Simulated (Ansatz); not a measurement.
**Al2BrH3: density, localisation and related maps**

```yaml
atoms:
  - { symbol: Al, position_ang: [-1.0420, 0.4604, -0.8446] }
  - { symbol: Al, position_ang: [1.1614, 0.2308, 0.3158] }
  - { symbol: Br, position_ang: [-0.7792, 0.4374, 1.7937] }
  - { symbol: H, position_ang: [-1.8201, -0.8651, -1.2269] }
  - { symbol: H, position_ang: [-1.5276, 1.9175, -1.2318] }
  - { symbol: H, position_ang: [2.4937, 0.0919, 1.1691] }
```

Geometry: PBE0-D4/def2-TZVP.

These are results of RKS PBE0-D4/def2-TZVPP (Ansatz), not measurements.

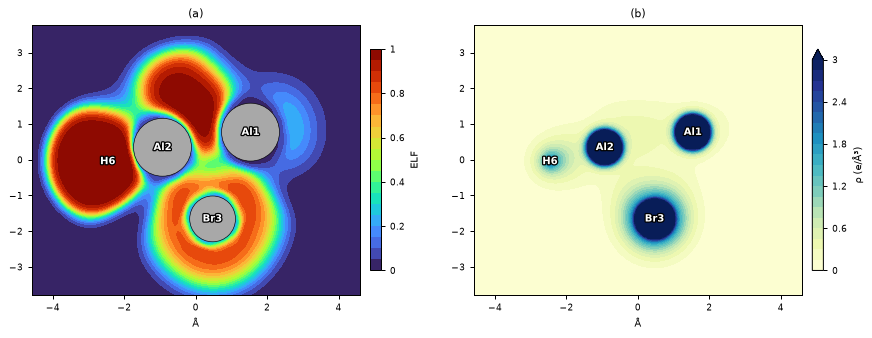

Figure 1. (a) ELF; (b) electron density on the plane of atoms Al1, Br3 and Al2. Grey discs cover the atomic cores in the ELF map.

Q: Describe what can be read from this map.

A: Atoms in the plane: Al, Br and H.
Al–Br (2.45 Å): ρ is about 0.47 e/Å³ halfway; the ELF peaks at about 0.80 in the valence shell of Br, 1.0 Å from its nucleus, and is about 0.75 at the midpoint.
Al–Al (2.50 Å): the density is about 0.36 e/Å³ at the midpoint; the ELF peaks at about 0.90 between the atoms; a shared electron pair.
Al–H (1.59 Å): ρ is about 0.56 e/Å³ halfway; the ELF climbs to about 1 towards the hydrogen.
Al–Br (2.65 Å): ρ is about 0.33 e/Å³ halfway, with its minimum of 0.21 e/Å³ about 1.0 Å from Al; the ELF peaks at about 0.80 in the valence shell of Br, 1.1 Å from its nucleus, and is about 0.65 at the midpoint.
The ELF also peaks beside Br3, away from the bonds: lone-pair regions.

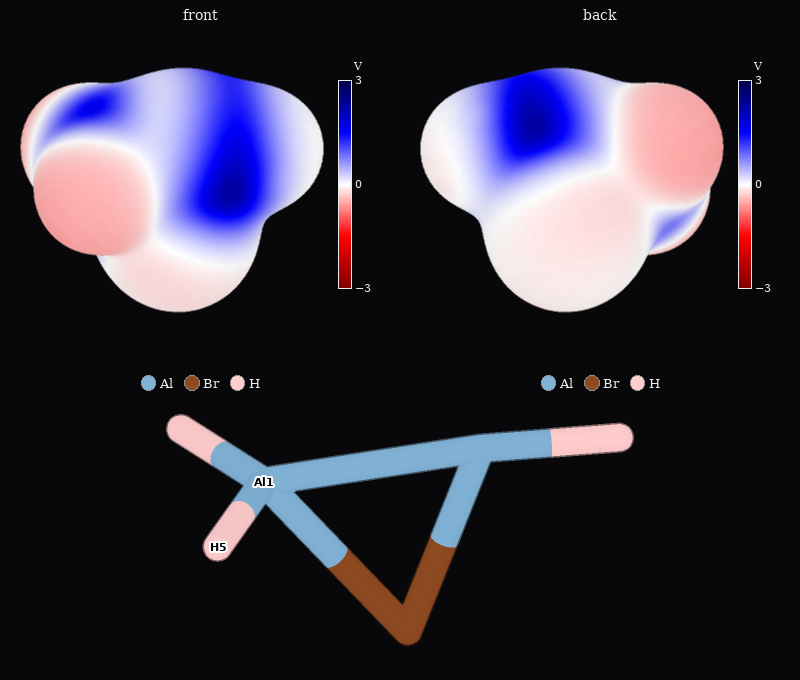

Figure 2. The molecular electrostatic potential painted on the density surface at 0.001 e/bohr³, seen from the front and from behind; red is negative and blue positive. The bare structure is drawn below in the same view.

Q: Which sites attract a positive test charge, and which a negative one?

A: A positive charge is drawn to the negative regions and a negative charge to the positive ones. The most negative region (about −0.5 V) lies over H4 and H5, the most positive (about +2.2 V) over Al2.

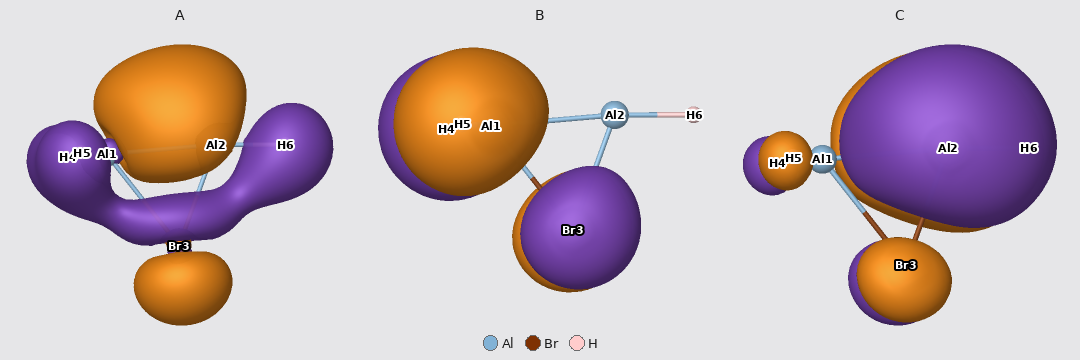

Figure 3. Three frontier orbitals at ±0.06 Å⁻³ᐟ² (orange and purple are the two phases), in no order.

Q: Which picture is the HOMO−1, the HOMO and the LUMO?

A: B is the HOMO−1 (−8.27 eV). Its weight (Hirshfeld) is mainly on Al1 (about 30 %), H4 (about 25 %), H5 (about 25 %) and Br3 (about 20 %). A is the HOMO (−6.75 eV). Its weight (Hirshfeld) is mainly on Al2 (about 45 %), Al1 (about 30 %), Br3 (about 15 %) and H6 (about 5 %). C is the LUMO (−2.20 eV). Its weight (Hirshfeld) is mainly on Al2 (about 70 %) and Br3 (about 10 %).

Q: What is the HOMO–LUMO gap?

A: 4.55 eV between the orbital energies.

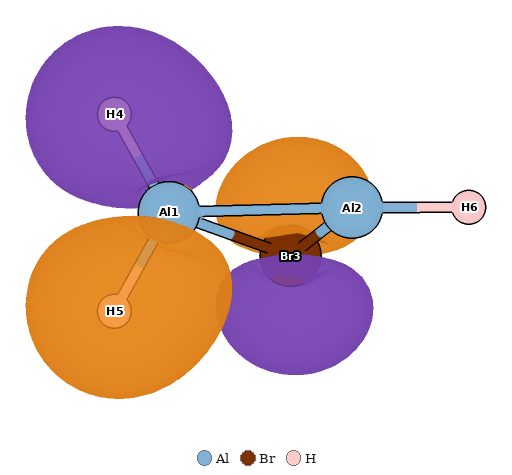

Figure 4. The HOMO−1 at ±0.08 Å⁻³ᐟ² (orange and purple are the two phases), seen from one side.

Q: Where does this orbital lie, and at what energy?

A: It lies mainly on Al1 (about 30 %), H4 (about 25 %), H5 (about 25 %) and Br3 (about 20 %). Its energy is −8.27 eV.
